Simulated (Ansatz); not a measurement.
## Geometry relaxation of CH4AlBF2O (part 2 of 2)

The same run, continued: CH4AlBF2O; RKS PBE0-D4/6-31G* (Ansatz 0.2.0). It belongs to a series of runs on one base structure; here: end point B relaxed.

Geometry of the input (Å):
```
B  -0.3872  -0.7994  1.9746
O  0.8751  -0.4408  1.4089
Al 0.5166  0.7622  0.0437
C  0.2601  0.1133  -1.7896
F  0.2461  -1.2848  -1.8190
F  -1.0720  0.5308  -2.1826
H  -0.8334  -0.1312  2.8785
H  -1.0081  -1.6598  1.5401
H  0.5375  2.3443  0.4066
H  -0.6090  0.7784  -1.0072
```

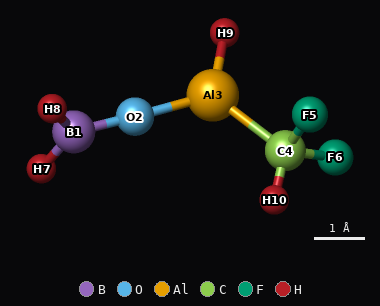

The geometry at step 24 of the log (ball-and-stick view, seen at a tilt; atoms are numbered from 1 in the order of the input).

**Trajectory as extended XYZ, continued**
```
10
Properties=species:S:1:pos:R:3:forces:R:3 step=11 energy=-15844.14001
B    -0.3703   -0.7858    2.2188    0.1732  -0.1259   0.1120
O     0.4818   -0.1304    1.4013   -0.4622  -0.0864   0.0956
Al    0.4935    0.9204    0.0562    0.4167   0.2214  -0.0748
C    -0.3690    0.1471   -1.5843   -0.2571  -0.2786   0.2074
F     0.3969   -0.9352   -1.9892   -0.1556   0.3011   0.0803
F    -0.4252    1.0340   -2.6224    0.0136  -0.0072  -0.0270
H    -0.8218   -0.2006    3.1761   -0.0326  -0.0344  -0.0593
H    -0.6697   -1.9431    2.0081    0.1169   0.1723  -0.0149
H     1.2068    2.3438    0.2059   -0.0967  -0.2168  -0.1108
H    -1.3972   -0.2371   -1.4165    0.2839   0.0544  -0.2084
10
Properties=species:S:1:pos:R:3:forces:R:3 step=12 energy=-15844.22101
B    -0.3984   -0.8027    2.2719    0.2474   0.1231  -0.1747
O     0.3325   -0.0536    1.4128   -0.3872  -0.1724   0.3201
Al    0.5121    0.9313    0.0307   -0.0191  -0.0502   0.0316
C    -0.3968    0.1619   -1.5791    0.0296  -0.0007   0.0060
F     0.4348   -0.8680   -1.9933   -0.1038   0.0678   0.0431
F    -0.4338    1.0818   -2.5950   -0.1098  -0.0303  -0.0496
H    -0.8912   -0.2724    3.2392    0.0049   0.0027  -0.0643
H    -0.5601   -1.9879    2.0772    0.1279   0.1504  -0.0265
H     1.3362    2.2903    0.0631    0.0008  -0.1751   0.0035
H    -1.4096   -0.2675   -1.4736    0.2093   0.0847  -0.0892
10
Properties=species:S:1:pos:R:3:forces:R:3 step=13 energy=-15844.26793
B    -0.4150   -0.8058    2.3444    0.3751   0.2717  -0.6078
O     0.1758    0.0349    1.4487   -0.4131  -0.3983   0.3393
Al    0.4787    0.9254    0.0144    0.0630  -0.1337   0.3060
C    -0.4124    0.1918   -1.6143   -0.1303   0.0327  -0.3346
F     0.4522   -0.8094   -2.0302    0.0433   0.0145   0.0568
F    -0.4659    1.1186   -2.6290   -0.0006  -0.0475   0.1330
H    -0.9688   -0.3228    3.3027    0.0165  -0.0669  -0.0610
H    -0.3862   -2.0166    2.1649    0.0760   0.4543   0.0564
H     1.4761    2.1668    0.0079   -0.0914  -0.1832   0.0306
H    -1.4088   -0.2698   -1.5556    0.0616   0.0566   0.0811
10
Properties=species:S:1:pos:R:3:forces:R:3 step=14 energy=-15844.29460
B    -0.4298   -0.7998    2.3663    0.5626   0.7515  -0.5315
O     0.1065    0.0673    1.4625   -0.4330  -0.3787   0.2542
Al    0.4576    0.8997    0.0039    0.1019  -0.1013   0.3514
C    -0.4320    0.2012   -1.6433   -0.0185   0.2112  -0.0004
F     0.4658   -0.7756   -2.0497   -0.0547  -0.0212  -0.0354
F    -0.4756    1.1530   -2.6329   -0.0447  -0.1493   0.0782
H    -1.0280   -0.3562    3.3100   -0.0955   0.0108  -0.0211
H    -0.2544   -1.9756    2.2253    0.0059  -0.1679  -0.0293
H     1.5406    2.0678    0.0028   -0.1259  -0.1614   0.0025
H    -1.4248   -0.2688   -1.5908    0.1019   0.0062  -0.0686
10
Properties=species:S:1:pos:R:3:forces:R:3 step=15 energy=-15844.33191
B    -0.4156   -0.7879    2.3766    0.0929   0.2432  -0.0680
O     0.0552    0.0727    1.4566   -0.1590  -0.1777   0.0825
Al    0.4662    0.8677    0.0090    0.0994   0.1018  -0.0230
C    -0.4451    0.2255   -1.6522   -0.0581   0.0238  -0.0372
F     0.4414   -0.7573   -2.0779   -0.0025  -0.0036  -0.0068
F    -0.4968    1.1774   -2.6365    0.0016  -0.0483   0.0901
H    -1.1515   -0.3771    3.2403    0.0077  -0.0210  -0.0557
H    -0.0878   -1.9444    2.3315    0.0309  -0.0423  -0.0005
H     1.5966    1.9827    0.0106   -0.0793  -0.1087   0.0160
H    -1.4368   -0.2464   -1.6041    0.0664   0.0327   0.0026
10
Properties=species:S:1:pos:R:3:forces:R:3 step=16 energy=-15844.34705
B    -0.4140   -0.7695    2.4137   -0.0032  -0.0876   0.0112
O    -0.0196    0.0507    1.4323   -0.0135  -0.0097  -0.0571
Al    0.4653    0.8241   -0.0059   -0.0115  -0.0234   0.0573
C    -0.4505    0.2313   -1.6820    0.1316  -0.0026   0.0015
F     0.4486   -0.7091   -2.1782   -0.0839   0.0651   0.0169
F    -0.5340    1.2406   -2.6032   -0.0113  -0.0194  -0.0092
H    -1.2271   -0.3837    3.2180    0.0432  -0.0011  -0.0361
H     0.0435   -1.8885    2.4716   -0.0216   0.1104   0.0195
H     1.6437    1.8762    0.0329   -0.0211  -0.0204  -0.0074
H    -1.4302   -0.2593   -1.6451   -0.0087  -0.0113   0.0033
10
Properties=species:S:1:pos:R:3:forces:R:3 step=17 energy=-15844.35276
B    -0.4149   -0.7728    2.4290    0.0211   0.0414   0.0318
O    -0.0406   -0.0037    1.3995   -0.0318  -0.0803   0.0683
Al    0.4685    0.7930   -0.0104    0.0019   0.0562  -0.0489
C    -0.4431    0.2389   -1.6992   -0.1533   0.0608   0.0159
F     0.4411   -0.6784   -2.2372    0.0969  -0.1003  -0.0810
F    -0.5534    1.2729   -2.5919    0.0202   0.0099   0.0106
H    -1.2592   -0.3700    3.1895   -0.0002  -0.0045  -0.0237
H     0.1020   -1.8508    2.5832   -0.0026   0.0029  -0.0099
H     1.6491    1.8393    0.0514    0.0035  -0.0044   0.0093
H    -1.4237   -0.2554   -1.6598    0.0444   0.0183   0.0276
10
Properties=species:S:1:pos:R:3:forces:R:3 step=18 energy=-15844.35458
B    -0.4138   -0.7686    2.4483    0.0393  -0.0029   0.0099
O    -0.0530   -0.0243    1.3959   -0.0340  -0.0641   0.0227
Al    0.4613    0.7719   -0.0140    0.0576   0.0558  -0.0112
C    -0.4376    0.2386   -1.7173   -0.0636  -0.0022  -0.0645
F     0.4435   -0.6620   -2.2931    0.0022  -0.0057   0.0094
F    -0.5613    1.2952   -2.5836    0.0115  -0.0233   0.0638
H    -1.2689   -0.3595    3.1927    0.0032  -0.0108  -0.0126
H     0.1261   -1.8328    2.6340   -0.0316   0.0489  -0.0084
H     1.6448    1.8143    0.0665   -0.0049   0.0001   0.0004
H    -1.4153   -0.2597   -1.6755    0.0203   0.0041  -0.0095
10
Properties=species:S:1:pos:R:3:forces:R:3 step=19 energy=-15844.34691 accepted=F
B    -0.3941   -0.7557    2.4788   -0.2146  -0.0722  -0.4062
O    -0.0593   -0.0742    1.3684    0.0044  -0.2020   0.4175
Al    0.4707    0.7397   -0.0220    0.0410   0.0789  -0.0576
C    -0.4333    0.2371   -1.7320   -0.1788   0.0914  -0.0642
F     0.4367   -0.6319   -2.3588    0.0575  -0.0550  -0.0496
F    -0.5829    1.3309   -2.5535    0.0324  -0.0942   0.0962
H    -1.3137   -0.3512    3.1497    0.1518   0.0202   0.0534
H     0.1629   -1.8007    2.7324    0.0273   0.2010   0.0183
H     1.6493    1.7854    0.0817    0.0026   0.0028  -0.0045
H    -1.4106   -0.2664   -1.6909    0.0763   0.0292  -0.0031
10
Properties=species:S:1:pos:R:3:forces:R:3 step=20 energy=-15844.35553
B    -0.4093   -0.7681    2.4570   -0.0047   0.0091  -0.0102
O    -0.0517   -0.0623    1.3783   -0.0058  -0.0195   0.0395
Al    0.4668    0.7568   -0.0167   -0.0170  -0.0019  -0.0806
C    -0.4340    0.2320   -1.7306    0.0661  -0.0132   0.1861
F     0.4301   -0.6626   -2.3354   -0.0057   0.0105  -0.0303
F    -0.5549    1.3152   -2.5596   -0.0146   0.0339  -0.0751
H    -1.2764   -0.3448    3.1786   -0.0025   0.0050  -0.0022
H     0.1392   -1.8160    2.6847    0.0075  -0.0113   0.0079
H     1.6308    1.8199    0.0828   -0.0024  -0.0061  -0.0005
H    -1.4148   -0.2571   -1.6852   -0.0208  -0.0065  -0.0345
10
Properties=species:S:1:pos:R:3:forces:R:3 step=21 energy=-15844.35572
B    -0.4129   -0.7686    2.4629    0.0867   0.0543  -0.0343
O    -0.0601   -0.0747    1.3721   -0.0336  -0.0941   0.1107
Al    0.4676    0.7444   -0.0194   -0.0030   0.0075  -0.0466
C    -0.4330    0.2334   -1.7340    0.0102   0.0044  -0.0053
F     0.4337   -0.6449   -2.3598   -0.0113   0.0207   0.0128
F    -0.5674    1.3275   -2.5523    0.0029  -0.0179   0.0148
H    -1.2873   -0.3401    3.1732   -0.0076  -0.0225  -0.0145
H     0.1589   -1.8010    2.7202   -0.0494   0.0486  -0.0316
H     1.6376    1.8001    0.0876   -0.0051  -0.0050  -0.0048
H    -1.4114   -0.2631   -1.6966    0.0104   0.0040  -0.0013
10
Properties=species:S:1:pos:R:3:forces:R:3 step=22 energy=-15844.35614
B    -0.4097   -0.7658    2.4627    0.0104  -0.0124  -0.0378
O    -0.0555   -0.0636    1.3795   -0.0074  -0.0380   0.0518
Al    0.4666    0.7497   -0.0182    0.0011   0.0131  -0.0238
C    -0.4343    0.2338   -1.7298   -0.0042  -0.0108  -0.0161
F     0.4358   -0.6485   -2.3456    0.0015   0.0084   0.0104
F    -0.5656    1.3206   -2.5570    0.0031   0.0038   0.0119
H    -1.2840   -0.3451    3.1773    0.0069   0.0022   0.0012
H     0.1472   -1.8098    2.6990   -0.0140   0.0364  -0.0023
H     1.6375    1.8049    0.0808   -0.0025  -0.0043  -0.0038
H    -1.4124   -0.2632   -1.6946    0.0051   0.0018   0.0085
10
Properties=species:S:1:pos:R:3:forces:R:3 step=23 energy=-15844.35644
B    -0.4110   -0.7661    2.4650   -0.0013   0.0010  -0.0015
O    -0.0441   -0.0821    1.3757    0.0048   0.0082  -0.0073
Al    0.4643    0.7446   -0.0204    0.0097  -0.0216   0.0202
C    -0.4368    0.2342   -1.7303    0.0341   0.0348  -0.0007
F     0.4537   -0.6219   -2.3551   -0.0192   0.0066  -0.0039
F    -0.5887    1.3303   -2.5422   -0.0038  -0.0184   0.0002
H    -1.2822   -0.3257    3.1714   -0.0023   0.0008   0.0029
H     0.1332   -1.8110    2.7181   -0.0005   0.0016  -0.0009
H     1.6412    1.7923    0.0714    0.0010   0.0090   0.0037
H    -1.4038   -0.2817   -1.6996   -0.0226  -0.0219  -0.0127
10
Properties=species:S:1:pos:R:3:forces:R:3 step=24 energy=-15844.35658
B    -0.4111   -0.7654    2.4673    0.0025   0.0006  -0.0081
O    -0.0436   -0.0880    1.3738    0.0024   0.0067   0.0016
Al    0.4674    0.7392   -0.0209   -0.0047  -0.0121   0.0121
C    -0.4358    0.2340   -1.7324    0.0264   0.0161  -0.0101
F     0.4518   -0.6188   -2.3652   -0.0074   0.0088  -0.0023
F    -0.5915    1.3338   -2.5385    0.0000  -0.0132   0.0048
H    -1.2845   -0.3227    3.1697    0.0000   0.0019  -0.0010
H     0.1353   -1.8074    2.7278   -0.0013   0.0000   0.0007
H     1.6399    1.7917    0.0748    0.0028   0.0033   0.0019
H    -1.4023   -0.2833   -1.7025   -0.0209  -0.0121   0.0003
10
Properties=species:S:1:pos:R:3:forces:R:3 step=25 energy=-15844.35665
B    -0.4115   -0.7646    2.4693    0.0004   0.0023  -0.0082
O    -0.0416   -0.0938    1.3725    0.0020   0.0061   0.0017
Al    0.4696    0.7343   -0.0216   -0.0057  -0.0055   0.0101
C    -0.4347    0.2334   -1.7341    0.0193   0.0030  -0.0186
F     0.4537   -0.6114   -2.3763   -0.0087   0.0122   0.0038
F    -0.5989    1.3374   -2.5330    0.0015  -0.0112   0.0095
H    -1.2862   -0.3173    3.1674    0.0019   0.0005  -0.0019
H     0.1339   -1.8052    2.7369   -0.0009  -0.0009   0.0006
H     1.6405    1.7886    0.0765    0.0027   0.0004   0.0005
H    -1.3991   -0.2885   -1.7038   -0.0123  -0.0069   0.0026
10
Properties=species:S:1:pos:R:3:forces:R:3 step=26 energy=-15844.35675
B    -0.4133   -0.7630    2.4705   -0.0020   0.0051   0.0067
O    -0.0365   -0.1007    1.3713    0.0027   0.0124  -0.0100
Al    0.4743    0.7282   -0.0224   -0.0076  -0.0008   0.0064
C    -0.4331    0.2316   -1.7352    0.0102  -0.0184  -0.0210
F     0.4589   -0.5971   -2.3931   -0.0131   0.0170   0.0109
F    -0.6148    1.3418   -2.5213    0.0009  -0.0040   0.0075
H    -1.2876   -0.3069    3.1636    0.0010  -0.0015  -0.0044
H     0.1265   -1.8039    2.7466    0.0010  -0.0094   0.0009
H     1.6439    1.7841    0.0774    0.0014  -0.0034  -0.0016
H    -1.3923   -0.3011   -1.7035    0.0054   0.0032   0.0045
10
Properties=species:S:1:pos:R:3:forces:R:3 step=27 energy=-15844.35682
B    -0.4151   -0.7606    2.4720   -0.0127   0.0027   0.0048
O    -0.0313   -0.1058    1.3707    0.0025   0.0094  -0.0056
Al    0.4787    0.7228   -0.0233    0.0004   0.0020  -0.0002
C    -0.4311    0.2291   -1.7360    0.0063  -0.0292  -0.0244
F     0.4660   -0.5802   -2.4110   -0.0307   0.0303   0.0225
F    -0.6344    1.3462   -2.5078    0.0018  -0.0159   0.0122
H    -1.2896   -0.2960    3.1593    0.0058  -0.0031  -0.0029
H     0.1167   -1.8039    2.7545    0.0032  -0.0049   0.0005
H     1.6494    1.7778    0.0766   -0.0007  -0.0043  -0.0026
H    -1.3836   -0.3165   -1.7010    0.0242   0.0129  -0.0043
10
Properties=species:S:1:pos:R:3:forces:R:3 step=28 energy=-15844.35667 accepted=F
B    -0.4210   -0.7605    2.4697    0.0418   0.0386   0.0421
O    -0.0296   -0.1070    1.3702   -0.0150  -0.0097  -0.0025
Al    0.4827    0.7199   -0.0236    0.0052  -0.0007  -0.0108
C    -0.4291    0.2265   -1.7354    0.0023  -0.0258  -0.0369
F     0.4733   -0.5650   -2.4247   -0.0446   0.0392   0.0323
F    -0.6524    1.3486   -2.4955    0.0047  -0.0299   0.0186
H    -1.2884   -0.2860    3.1594   -0.0110  -0.0188  -0.0164
H     0.1088   -1.8040    2.7575   -0.0185  -0.0077  -0.0166
H     1.6564    1.7717    0.0747   -0.0029  -0.0038  -0.0014
H    -1.3749   -0.3314   -1.6983    0.0381   0.0186  -0.0084
10
Properties=species:S:1:pos:R:3:forces:R:3 step=29 energy=-15844.35693
B    -0.4168   -0.7592    2.4718   -0.0051  -0.0014   0.0018
O    -0.0306   -0.1038    1.3716   -0.0004   0.0055   0.0021
Al    0.4804    0.7221   -0.0234    0.0012  -0.0008  -0.0003
C    -0.4306    0.2276   -1.7350    0.0009  -0.0196  -0.0217
F     0.4698   -0.5728   -2.4154   -0.0195   0.0197   0.0147
F    -0.6430    1.3466   -2.5017    0.0015  -0.0082   0.0070
H    -1.2898   -0.2930    3.1598    0.0033  -0.0021  -0.0015
H     0.1120   -1.8048    2.7528    0.0001   0.0005  -0.0006
H     1.6536    1.7743    0.0741   -0.0005  -0.0023  -0.0025
H    -1.3794   -0.3240   -1.7006    0.0186   0.0086   0.0009
10
Properties=species:S:1:pos:R:3:forces:R:3 step=30 energy=-15844.35712
B    -0.4239   -0.7535    2.4728    0.0157  -0.0127  -0.0036
O    -0.0261   -0.1004    1.3751   -0.0111  -0.0042   0.0158
Al    0.4890    0.7146   -0.0244    0.0093   0.0063  -0.0069
C    -0.4268    0.2221   -1.7336   -0.0045   0.0107  -0.0298
F     0.4858   -0.5383   -2.4415   -0.0233   0.0173   0.0109
F    -0.6821    1.3506   -2.4754    0.0074  -0.0404   0.0243
H    -1.2917   -0.2780    3.1604   -0.0024   0.0009  -0.0005
H     0.0914   -1.8070    2.7520   -0.0078   0.0134  -0.0027
H     1.6694    1.7591    0.0645    0.0011   0.0001   0.0015
H    -1.3593   -0.3563   -1.6958    0.0156   0.0086  -0.0091
10
Properties=species:S:1:pos:R:3:forces:R:3 step=31 energy=-15844.35720
B    -0.4265   -0.7513    2.4728    0.0182  -0.0081  -0.0019
O    -0.0252   -0.0980    1.3766   -0.0104  -0.0048   0.0138
Al    0.4926    0.7123   -0.0248    0.0050   0.0009  -0.0037
C    -0.4258    0.2197   -1.7326   -0.0044   0.0106  -0.0315
F     0.4906   -0.5260   -2.4506   -0.0156   0.0126   0.0078
F    -0.6958    1.3511   -2.4647    0.0072  -0.0282   0.0172
H    -1.2927   -0.2734    3.1605   -0.0048   0.0009  -0.0002
H     0.0849   -1.8069    2.7511   -0.0072   0.0102  -0.0027
H     1.6761    1.7535    0.0618    0.0003   0.0005   0.0005
H    -1.3523   -0.3679   -1.6961    0.0117   0.0055   0.0006
10
Properties=species:S:1:pos:R:3:forces:R:3 step=32 energy=-15844.35728
B    -0.4290   -0.7482    2.4741    0.0032  -0.0020  -0.0035
O    -0.0238   -0.0965    1.3784   -0.0044  -0.0018   0.0040
Al    0.4974    0.7075   -0.0256    0.0029  -0.0016   0.0011
C    -0.4239    0.2170   -1.7328    0.0025   0.0008  -0.0251
F     0.4961   -0.5092   -2.4656   -0.0170   0.0140   0.0101
F    -0.7139    1.3526   -2.4504    0.0055  -0.0172   0.0097
H    -1.2953   -0.2673    3.1598   -0.0012   0.0007   0.0011
H     0.0770   -1.8058    2.7529    0.0000   0.0032   0.0006
H     1.6839    1.7455    0.0589   -0.0003   0.0000   0.0000
H    -1.3426   -0.3826   -1.6957    0.0088   0.0038   0.0018
10
Properties=species:S:1:pos:R:3:forces:R:3 step=33 energy=-15844.35734
B    -0.4336   -0.7445    2.4751    0.0035   0.0090   0.0051
O    -0.0228   -0.0950    1.3804   -0.0018   0.0003  -0.0101
Al    0.5044    0.7004   -0.0268   -0.0028  -0.0008   0.0059
C    -0.4211    0.2136   -1.7333    0.0081  -0.0017  -0.0161
F     0.5026   -0.4860   -2.4861   -0.0170   0.0132   0.0092
F    -0.7380    1.3545   -2.4311    0.0045  -0.0173   0.0089
H    -1.2992   -0.2592    3.1588   -0.0015  -0.0016  -0.0023
H     0.0680   -1.8032    2.7565    0.0011  -0.0052   0.0007
H     1.6945    1.7345    0.0551    0.0005  -0.0011   0.0007
H    -1.3290   -0.4021   -1.6945    0.0054   0.0052  -0.0019
10
Properties=species:S:1:pos:R:3:forces:R:3 step=34 energy=-15844.35720 accepted=F
B    -0.4352   -0.7377    2.4787   -0.0461  -0.0255  -0.0323
O    -0.0205   -0.0921    1.3831    0.0127   0.0105  -0.0073
Al    0.5122    0.6929   -0.0282   -0.0030   0.0003   0.0115
C    -0.4180    0.2095   -1.7336    0.0004   0.0009  -0.0125
F     0.5084   -0.4604   -2.5084   -0.0179   0.0129   0.0089
F    -0.7647    1.3561   -2.4090    0.0074  -0.0285   0.0149
H    -1.3075   -0.2530    3.1544    0.0176   0.0105   0.0097
H     0.0580   -1.8004    2.7598    0.0176   0.0078   0.0141
H     1.7073    1.7213    0.0505    0.0005  -0.0005   0.0000
H    -1.3143   -0.4233   -1.6931    0.0107   0.0117  -0.0068
10
Properties=species:S:1:pos:R:3:forces:R:3 step=35 energy=-15844.35739
B    -0.4353   -0.7420    2.4760   -0.0039   0.0046   0.0008
O    -0.0226   -0.0942    1.3809    0.0006   0.0010  -0.0094
Al    0.5078    0.6970   -0.0275   -0.0014  -0.0039   0.0072
C    -0.4194    0.2116   -1.7337    0.0010  -0.0080  -0.0040
F     0.5049   -0.4739   -2.4973   -0.0085   0.0069   0.0042
F    -0.7502    1.3552   -2.4203    0.0015  -0.0024   0.0004
H    -1.3029   -0.2560    3.1568    0.0016  -0.0004  -0.0007
H     0.0649   -1.8008    2.7595    0.0028  -0.0022   0.0018
H     1.7008    1.7278    0.0539   -0.0004   0.0000   0.0001
H    -1.3222   -0.4117   -1.6943    0.0067   0.0044  -0.0003
10
Properties=species:S:1:pos:R:3:forces:R:3 step=36 energy=-15844.35742
B    -0.4378   -0.7390    2.4772   -0.0042  -0.0002  -0.0003
O    -0.0225   -0.0943    1.3813    0.0008   0.0001  -0.0088
Al    0.5125    0.6914   -0.0284   -0.0022   0.0001   0.0059
C    -0.4172    0.2091   -1.7344   -0.0027   0.0001  -0.0058
F     0.5074   -0.4586   -2.5122   -0.0052   0.0037   0.0029
F    -0.7652    1.3568   -2.4067    0.0032  -0.0095   0.0068
H    -1.3073   -0.2515    3.1545    0.0027   0.0006  -0.0005
H     0.0617   -1.7973    2.7645    0.0018   0.0008   0.0020
H     1.7077    1.7197    0.0527   -0.0001  -0.0005  -0.0003
H    -1.3136   -0.4234   -1.6943    0.0059   0.0049  -0.0019
```

**Summary**

```tsv
quantity	value
outcome	converged
total energy	−15844.3574 eV
mean-field energy	−15844.2172 eV
largest force (length of the vector) at the end	0.012 eV/Å
hardware	2 threads of Intel Xeon @ 2.50GHz (Skylake/Cascade Lake), 189 GiB of memory available, shared host
wall time	3.9 min (CPU time 7.3 min)
peak memory	0.23 GiB
```
